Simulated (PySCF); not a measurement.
# CH5AsB, doublet, SMILES `CB[AsH]`: electronic structure

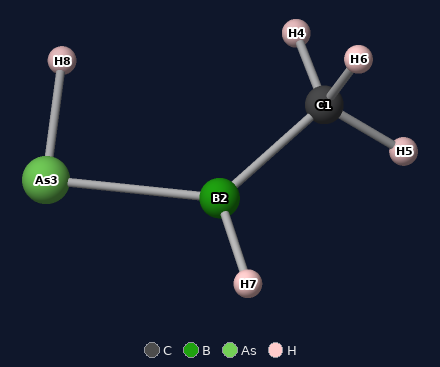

The molecule, with its atoms numbered as below. No frequency check shows the geometry to be a minimum.

Cartesian coordinates (Å):

```
C1       2.3011    0.2613   -0.0031
B2       1.0170   -0.6541   -0.0047
As3     -0.8350    0.0181   -0.0001
H4       2.0987    1.3248   -0.1312
H5       3.0107   -0.0382   -0.7752
H6       2.8371    0.1464    0.9413
H7       1.1875   -1.8203    0.0054
H8      -0.4705    1.4929    0.0037
```

Part 1: Bonding charge

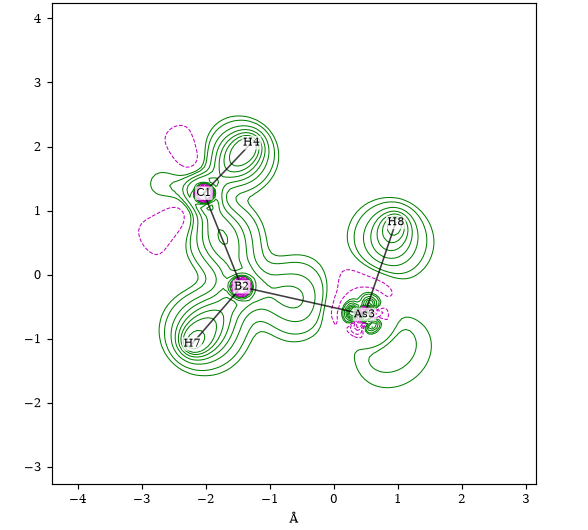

Deformation density (molecule less spherical, spin-averaged free atoms) in the plane of C1, B2, As3, H4, H7 and H8; contours at ±0.05 to ±0.8 e/Å³; solid green lines: gain, dashed magenta lines: loss.

Method: B3LYP/def2-TZVP; geometry: GFN2-xTB; program: PySCF. The stability of the open-shell solution wasn't checked. GFN2-xTB doesn't know the spin state, so this open-shell geometry is rough.

> How much density has each bond in this plane gained at its critical point, relative to the free atoms?

C1–H4: +0.69 e/Å³ at the bond critical point (bond length 1.09 Å, Mayer order 1.0). B2–H7: +0.51 e/Å³ at the bond critical point (bond length 1.18 Å, Mayer order 1.0). C1–B2: +0.45 e/Å³ at the bond critical point (bond length 1.58 Å, Mayer order 1.0). B2–As3: +0.33 e/Å³ at the bond critical point (bond length 1.97 Å, Mayer order 1.3). As3–H8: +0.26 e/Å³ at the bond critical point (bond length 1.52 Å, Mayer order 1.0). In all, 1.8 electrons gather in the regions of gain relative to the promolecule.

Part 2: Local ionisation energy

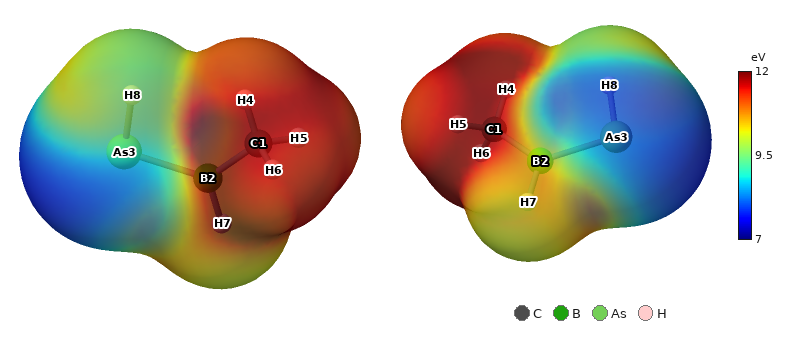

Average local ionisation energy on the surface of electron density 0.001 a.u. (back view left, front view right).

> Where are the most loosely bound electrons on this surface?

The lowest value is 7.7 eV, 2.4 Å from As3. Further minima include 9.5 eV, 1.5 Å from H8; 9.9 eV, 1.5 Å from H7; 11.2 eV, 1.4 Å from H5. For comparison, the highest occupied orbital lies at −6.9 eV.

Part 3: Spin density

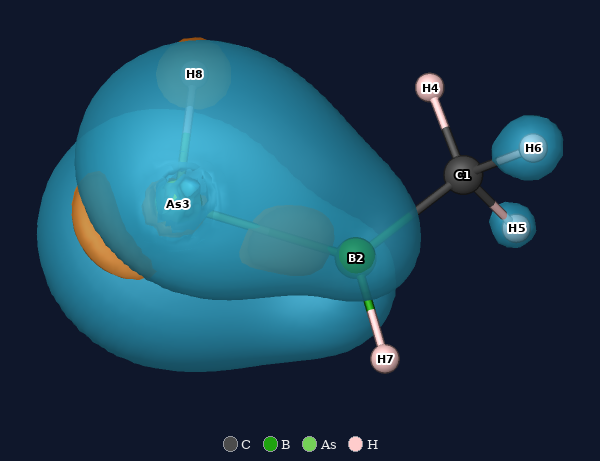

Spin density ρα − ρβ at ±0.01 e/Å³ (light blue: excess α, orange: excess β).

> Give the atomic spin populations that go with this picture.

Hirshfeld spin populations: As3 +0.78 and B2 +0.15. ⟨S²⟩ = 0.75, as for a pure state. The picture also shows regions of β spin from spin polarisation; the Hirshfeld sums, whose atoms overlap, net them against the α spin of neighbours.

Part 4: In an electric field

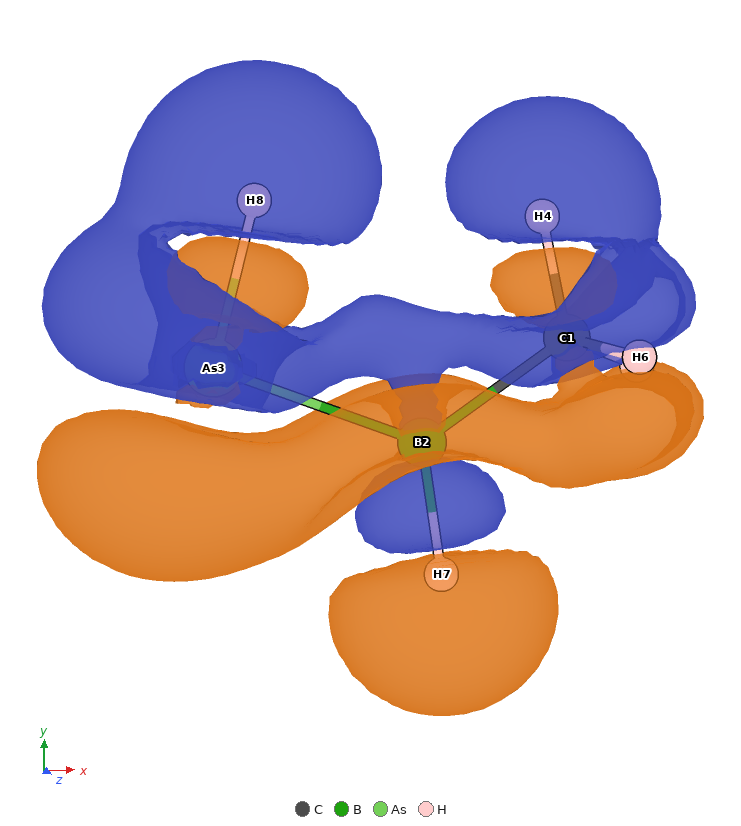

Change of the electron density in a uniform field of 0.41 V/Å, surfaces at ±0.002 e/Å³ (orange: gain, blue: loss).

PySCF calculation, r2SCAN/def2-SVPD, gas phase; geometry: GFN2-xTB. The stability of the open-shell solution wasn't checked. GFN2-xTB doesn't know the spin state, so this open-shell geometry is rough.

The field was applied in both directions; the picture shows the one opposite to the script's first.

> Along which Cartesian direction does the field point?

Along +y: electrons gather on the −y side, against the field.

> How large is the response?

The induced dipole is 1.17 D (along the field); α along this axis, from the fields in both directions, is 58 bohr³ (8.5 Å³).
